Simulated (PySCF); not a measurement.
# BH (SMILES [BH]) at r2SCAN/def2-TZVPPD

What is the vertical singlet–triplet gap of BH at r2SCAN/def2-TZVPPD? 

Program for the calculation: PySCF 2.14.0.

3 further runs of the same task are left out: 1 that didn't finish, 2 set aside as unsound or not needed.

**1. The structure to begin with**

BH has 2 atoms, charge 0, and is taken as a singlet. As SMILES, `[BH]`. Geometry: the measured bond length.

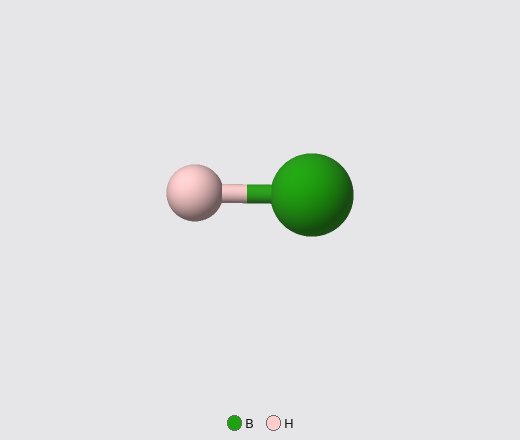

The structure, seen from a chosen angle (boron green, hydrogen pink).

**2. The energy at r2SCAN/def2-TZVPPD**

job.py reads:

```python
# borane(1)
from pyscf import gto, dft

mol = gto.M(
    atom=[
    ('B', (0.000000, 0.000000, 0.000000)),
    ('H', (0.000000, 0.000000, 1.232400)),
],
    spin=0,
    charge=0,
    verbose=4,
    basis='def2-tzvppd',
    max_memory=1860,
)

ks = dft.RKS(mol, xc='r2scan')
ks.grids.level = 5
ks.conv_tol = 1e-10
ks.kernel()
if not ks.converged:
    ks = ks.newton().run(ks.mo_coeff, ks.mo_occ)

e_final = ks.e_tot
print(f'total energy: {e_final:.8f} hartree')
```

Launch:

```
$ OMP_NUM_THREADS=1 python job.py
```

Output:

```text
PySCF version 2.14.0

[INPUT] num. atoms = 2
[INPUT] num. electrons = 6
[INPUT] charge = 0
[INPUT] spin (= nelec alpha-beta = 2S) = 0
[INPUT] symmetry False subgroup None
[INPUT] Mole.unit = angstrom
[INPUT] Symbol           X                Y                Z      unit          X                Y                Z       unit  Magmom
[INPUT]  1 B      0.000000000000   0.000000000000   0.000000000000 AA    0.000000000000   0.000000000000   0.000000000000 Bohr   0.0
[INPUT]  2 H      0.000000000000   0.000000000000   1.232400000000 AA    0.000000000000   0.000000000000   2.328898475914 Bohr   0.0

nuclear repulsion = 2.14693772687439
number of shells = 20
number of NR pGTOs = 71
number of NR cGTOs = 54
basis = def2-tzvppd
ecp = {}

******** <class 'pyscf.dft.rks.RKS'> ********
method = RKS
initial guess = minao
damping factor = 0
level_shift factor = 0
DIIS = <class 'pyscf.scf.diis.CDIIS'>
diis_start_cycle = 1
diis_space = 8
diis_damp = 0
SCF conv_tol = 1e-10
SCF conv_tol_grad = None
SCF max_cycles = 50
direct_scf = True
direct_scf_tol = 1e-13
XC library pyscf.dft.libxc version 7.0.0
    S. Lehtola, C. Steigemann, M. J.T. Oliveira, and M. A.L. Marques.,  SoftwareX 7, 1–5 (2018)
XC functionals = r2scan
    J. W. Furness, A. D. Kaplan, J. Ning, J. P. Perdew, and J. Sun.,  J. Phys. Chem. Lett. 11, 8208-8215 (2020)
    J. W. Furness, A. D. Kaplan, J. Ning, J. P. Perdew, and J. Sun.,  J. Phys. Chem. Lett. 11, 9248-9248 (2020)
    J. W. Furness, A. D. Kaplan, J. Ning, J. P. Perdew, and J. Sun.,  J. Phys. Chem. Lett. 11, 8208-8215 (2020)
    J. W. Furness, A. D. Kaplan, J. Ning, J. P. Perdew, and J. Sun.,  J. Phys. Chem. Lett. 11, 9248-9248 (2020)
radial grids:
    Treutler-Ahlrichs [JCP 102, 346 (1995); DOI:10.1063/1.469408] (M4) radial grids

becke partition: Becke, JCP 88, 2547 (1988); DOI:10.1063/1.454033
pruning grids: <function nwchem_prune>
grids dens level: 5
symmetrized grids: False
atomic radii adjust function: <function treutler_atomic_radii_adjust>
small_rho_cutoff = 0
Set gradient conv threshold to 1e-05
Initial guess from minao.
tot grids = 66704
init E= -25.168558852819
  HOMO = -0.218918992413238  LUMO = -0.112440021422488  gap/eV = 2.89744
cycle= 1 E= -25.2607095778024  delta_E= -0.0922  |g|= 0.0928  |ddm|= 0.779
  HOMO = -0.208344058091191  LUMO = -0.11721507056949  gap/eV = 2.47975
cycle= 2 E= -25.263021501703  delta_E= -0.00231  |g|= 0.0242  |ddm|= 0.187
  HOMO = -0.207251952995234  LUMO = -0.112625968186694  gap/eV = 2.57490
cycle= 3 E= -25.2632125638509  delta_E= -0.000191  |g|= 0.0077  |ddm|= 0.0336
  HOMO = -0.210409240832799  LUMO = -0.115249331816074  gap/eV = 2.58943
cycle= 4 E= -25.2632381231398  delta_E= -2.56e-05  |g|= 0.000724  |ddm|= 0.0112
  HOMO = -0.210279702635772  LUMO = -0.115166227028966  gap/eV = 2.58817
cycle= 5 E= -25.2632383740013  delta_E= -2.51e-07  |g|= 7.39e-05  |ddm|= 0.00234
  HOMO = -0.21027200407808  LUMO = -0.115150477507633  gap/eV = 2.58839
cycle= 6 E= -25.2632383763786  delta_E= -2.38e-09  |g|= 1.24e-05  |ddm|= 0.000512
  HOMO = -0.210277500358316  LUMO = -0.115156519036116  gap/eV = 2.58837
cycle= 7 E= -25.2632383764677  delta_E= -8.91e-11  |g|= 2.14e-06  |ddm|= 0.000146
  HOMO = -0.210277890730973  LUMO = -0.115156729931158  gap/eV = 2.58838
Extra cycle  E= -25.2632383764703  delta_E= -2.64e-12  |g|= 1.05e-06  |ddm|= 3.39e-05
converged SCF energy = -25.2632383764703
total energy: -25.26323838 hartree
```

Run time: 5.1 s. Hardware: 1 thread of Arm Neoverse N1, shared host; peak memory 0.29 GiB.

**3. The triplet at the same level**

mol.xyz reads:

```xyz
2
BH
B      0.000000     0.000000     0.000000
H      0.000000     0.000000     1.232400
```

job.py reads:

```python
from pyscf import gto, dft

mol = gto.M(
    atom='mol.xyz',
    spin=2,
    verbose=4,
    max_memory=1860,
    charge=0,
    basis='def2-tzvppd',
)

ks = dft.UKS(mol, xc='r2scan')
ks.grids.level = 5
ks.conv_tol = 1e-10
ks.kernel()
if not ks.converged:
    ks = ks.newton().run(ks.mo_coeff, ks.mo_occ)

e_final = ks.e_tot
print(f'total energy: {e_final:.8f} hartree')
```

Launch:

```
$ OMP_NUM_THREADS=1 python job.py
```

Output:

```text
PySCF version 2.14.0

[INPUT] num. atoms = 2
[INPUT] num. electrons = 6
[INPUT] charge = 0
[INPUT] spin (= nelec alpha-beta = 2S) = 2
[INPUT] symmetry False subgroup None
[INPUT] Mole.unit = angstrom
[INPUT] Symbol           X                Y                Z      unit          X                Y                Z       unit  Magmom
[INPUT]  1 B      0.000000000000   0.000000000000   0.000000000000 AA    0.000000000000   0.000000000000   0.000000000000 Bohr   0.0
[INPUT]  2 H      0.000000000000   0.000000000000   1.232400000000 AA    0.000000000000   0.000000000000   2.328898475914 Bohr   0.0

nuclear repulsion = 2.14693772687439
number of shells = 20
number of NR pGTOs = 71
number of NR cGTOs = 54
basis = def2-tzvppd
ecp = {}

******** <class 'pyscf.dft.uks.UKS'> ********
method = UKS
initial guess = minao
damping factor = 0
level_shift factor = 0
DIIS = <class 'pyscf.scf.diis.CDIIS'>
diis_start_cycle = 1
diis_space = 8
diis_damp = 0
SCF conv_tol = 1e-10
SCF conv_tol_grad = None
SCF max_cycles = 50
direct_scf = True
direct_scf_tol = 1e-13
number electrons alpha = 4  beta = 2
XC library pyscf.dft.libxc version 7.0.0
    S. Lehtola, C. Steigemann, M. J.T. Oliveira, and M. A.L. Marques.,  SoftwareX 7, 1–5 (2018)
XC functionals = r2scan
    J. W. Furness, A. D. Kaplan, J. Ning, J. P. Perdew, and J. Sun.,  J. Phys. Chem. Lett. 11, 8208-8215 (2020)
    J. W. Furness, A. D. Kaplan, J. Ning, J. P. Perdew, and J. Sun.,  J. Phys. Chem. Lett. 11, 9248-9248 (2020)
    J. W. Furness, A. D. Kaplan, J. Ning, J. P. Perdew, and J. Sun.,  J. Phys. Chem. Lett. 11, 8208-8215 (2020)
    J. W. Furness, A. D. Kaplan, J. Ning, J. P. Perdew, and J. Sun.,  J. Phys. Chem. Lett. 11, 9248-9248 (2020)
radial grids:
    Treutler-Ahlrichs [JCP 102, 346 (1995); DOI:10.1063/1.469408] (M4) radial grids

becke partition: Becke, JCP 88, 2547 (1988); DOI:10.1063/1.454033
pruning grids: <function nwchem_prune>
grids dens level: 5
symmetrized grids: False
atomic radii adjust function: <function treutler_atomic_radii_adjust>
small_rho_cutoff = 0
Set gradient conv threshold to 1e-05
tot grids = 66704
init E= -25.168558852819

[... the frontier-level lines of each cycle are left out ...]



cycle= 1 E= -25.231719818002  delta_E= -0.0632  |g|= 0.0818  |ddm|= 0.714
cycle= 2 E= -25.2382004474499  delta_E= -0.00648  |g|= 0.0324  |ddm|= 0.128
cycle= 3 E= -25.2391532137471  delta_E= -0.000953  |g|= 0.0134  |ddm|= 0.05
cycle= 4 E= -25.2393211408454  delta_E= -0.000168  |g|= 0.00125  |ddm|= 0.0172
cycle= 5 E= -25.2393244662482  delta_E= -3.33e-06  |g|= 0.000451  |ddm|= 0.00247
cycle= 6 E= -25.2393248225539  delta_E= -3.56e-07  |g|= 8.06e-05  |ddm|= 0.00103
cycle= 7 E= -25.2393248305619  delta_E= -8.01e-09  |g|= 2.34e-05  |ddm|= 0.000139
cycle= 8 E= -25.2393248315071  delta_E= -9.45e-10  |g|= 6.08e-06  |ddm|= 6.04e-05
cycle= 9 E= -25.2393248318409  delta_E= -3.34e-10  |g|= 5.4e-06  |ddm|= 4.22e-05
cycle= 10 E= -25.2393248321785  delta_E= -3.38e-10  |g|= 5.38e-06  |ddm|= 4.33e-05
cycle= 11 E= -25.2393248331417  delta_E= -9.63e-10  |g|= 5.35e-06  |ddm|= 0.000124
cycle= 12 E= -25.2393248379621  delta_E= -4.82e-09  |g|= 5.19e-06  |ddm|= 0.000632
cycle= 13 E= -25.2393248939608  delta_E= -5.6e-08  |g|= 2.22e-05  |ddm|= 0.0101
cycle= 14 E= -25.2393248941411  delta_E= -1.8e-10  |g|= 2.36e-05  |ddm|= 5.87e-05
cycle= 15 E= -25.2393248938842  delta_E= 2.57e-10  |g|= 2.29e-05  |ddm|= 7.23e-05
cycle= 16 E= -25.2393248916055  delta_E= 2.28e-09  |g|= 1.96e-05  |ddm|= 0.0006
cycle= 17 E= -25.2393249070867  delta_E= -1.55e-08  |g|= 3.44e-05  |ddm|= 0.00471
cycle= 18 E= -25.2393249072748  delta_E= -1.88e-10  |g|= 4.6e-05  |ddm|= 0.000312
cycle= 19 E= -25.2393249202264  delta_E= -1.3e-08  |g|= 3.99e-05  |ddm|= 0.00542
cycle= 20 E= -25.2393249268446  delta_E= -6.62e-09  |g|= 5.64e-06  |ddm|= 0.00309
cycle= 21 E= -25.2393249335057  delta_E= -6.66e-09  |g|= 1.77e-05  |ddm|= 0.00482
cycle= 22 E= -25.2393249339334  delta_E= -4.28e-10  |g|= 1.61e-05  |ddm|= 0.000317
cycle= 23 E= -25.2393249336367  delta_E= 2.97e-10  |g|= 1.28e-05  |ddm|= 0.0003
cycle= 24 E= -25.2393249373563  delta_E= -3.72e-09  |g|= 2.38e-05  |ddm|= 0.00366
cycle= 25 E= -25.2393249358336  delta_E= 1.52e-09  |g|= 1.13e-05  |ddm|= 0.0018
cycle= 26 E= -25.2393249421573  delta_E= -6.32e-09  |g|= 1.93e-05  |ddm|= 0.00857
cycle= 27 E= -25.2393249424309  delta_E= -2.74e-10  |g|= 2.21e-05  |ddm|= 0.001
cycle= 28 E= -25.2393249421752  delta_E= 2.56e-10  |g|= 2.12e-05  |ddm|= 0.000816
cycle= 29 E= -25.2393249419139  delta_E= 2.61e-10  |g|= 1.2e-05  |ddm|= 0.00112
cycle= 30 E= -25.2393249426542  delta_E= -7.4e-10  |g|= 2.86e-05  |ddm|= 0.00566
cycle= 31 E= -25.2393249431149  delta_E= -4.61e-10  |g|= 1.29e-05  |ddm|= 0.00157
cycle= 32 E= -25.2393249432664  delta_E= -1.52e-10  |g|= 3.95e-06  |ddm|= 0.000694
cycle= 33 E= -25.2393249432438  delta_E= 2.27e-11  |g|= 4.27e-06  |ddm|= 0.000835
Extra cycle  E= -25.2393249432566  delta_E= -1.28e-11  |g|= 8.17e-07  |ddm|= 3.4e-06
converged SCF energy = -25.2393249432566  <S^2> = 2.0024836  2S+1 = 3.0016552
total energy: -25.23932494 hartree
```

Wall time 29 s (1 thread of Arm Neoverse N1, shared host); peak memory 0.3 GiB.

**4. Results**

At r2SCAN/def2-TZVPPD:

| quantity | value |
| --- | --- |
| singlet: total energy | -25.26324 Eh |
| singlet: dipole moment | 1.60 D |
| singlet: HOMO energy | -5.72 eV |
| singlet: LUMO energy | -3.13 eV |
| singlet: HOMO–LUMO gap | 2.59 eV |
| triplet: total energy | -25.23932 Eh |
| triplet: dipole moment | 0.15 D |
| triplet: HOMO energy (highest over α and β) | -4.65 eV |
| triplet: LUMO energy (lowest over α and β) | -3.46 eV |
| triplet: ⟨S²⟩ | 2.002 |
| vertical energy of the triplet above the singlet | 0.651 eV |

In words: At this shape the triplet lies 0.65 eV (15.0 kcal/mol) above the singlet.
